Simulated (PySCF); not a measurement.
**CdH: from the state search to spectroscopic constants**

What are the lowest state that PBE0 finds, the bond length, vibrational wavenumber and bond energy of CdH, and how much do these hang on the method?

Program: PySCF 2.14.0. Level of theory: Cd cc-pVDZ-PP with ECP28, H cc-pVDZ, scalar-relativistic core potentials. These are calculated values, not measurements.

## 1. Input

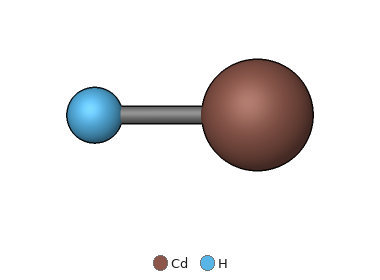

The two atoms at the starting distance (cadmium brown, hydrogen blue).

Settings of the job:

| Item | Value |
| --- | --- |
| atoms | Cd, H |
| charge | 0 |
| basis | Cd cc-pVDZ-PP with ECP28, H cc-pVDZ |
| Hamiltonian | scalar-relativistic core potentials |
| basis functions | 43 |
| electrons treated | 21 |
| masses in u | 113.9034, 1.0078 |
| levels | PBE0, PBE, r²SCAN, BP86, B97-3, r²SCANh, ωB97X, HF, MP2, SCS-MP2, CCSD, CCSD(T) |
| grid | 80 radial by 434 angular points |
| occupations | held fixed by the projection of orbital angular momentum |
| dissociation limit | Cd + H, each in its ground configuration |
| starting distance in angstrom | 1.720 |
| values of 2S to try | 1, 3 |

Command:

```console
> OMP_NUM_THREADS=1 python dia.py task.json out
```

Further steps of the session: First curve: PBE0; Excited determinants; PBE; r²SCAN (meta-GGA); BP86; B97-3 (global hybrid GGA); r²SCANh (hybrid meta-GGA); ωB97X; UHF (mean field); Correlated methods on the Hartree–Fock reference.

Q: Predict the outcome of this session. Wanted: for each run, Re; ωe; De; μ.

As calculated:

Lowest PBE0 solution found, without spin–orbit coupling: ²Σ⁺ (doublet), unpaired electrons σ ↑. The other levels ran on it alone.

| level | Re (Å) | ωe (cm⁻¹) | De (eV) | μ (D) |
| --- | --- | --- | --- | --- |
| UHF | 1.781 | 1500 | 0.63 | -0.86 |
| UHF-MP2 | 1.713 | 1598 | 0.54 | n/a |
| UHF-SCS-MP2 | 1.725 | 1581 | 0.57 | n/a |
| UHF-CCSD | 1.745 | 1493 | 0.70 | n/a |
| UHF-CCSD(T) | 1.745 | 1479 | 0.68 | n/a |
| PBE | 1.782 | 1349 | 0.75 | -0.31 |
| BP86 | 1.779 | 1358 | 0.86 | -0.30 |
| r²SCAN | 1.759 | 1428 | 0.98 | -0.36 |
| r²SCANh | 1.757 | 1442 | 0.98 | -0.40 |
| PBE0 | 1.764 | 1442 | 0.82 | -0.44 |
| B97-3 | 1.792 | 1351 | 0.66 | -0.44 |
| ωB97X | 1.762 | 1474 | 0.70 | -0.52 |

De is counted to Cd + H in their ground configurations. A positive dipole means Cd(−)H(+).

**Reading.** Bond lengths run from 1.713 Å (UHF-MP2) to 1.792 Å (B97-3). CCSD(T) can't serve as the judge here: for a weak bond in this basis it is far from its limit. Of the levels with a De here, UHF-MP2 gives the least (0.54 eV) and r²SCANh the most (0.98 eV).

Spin–orbit coupling is left out.
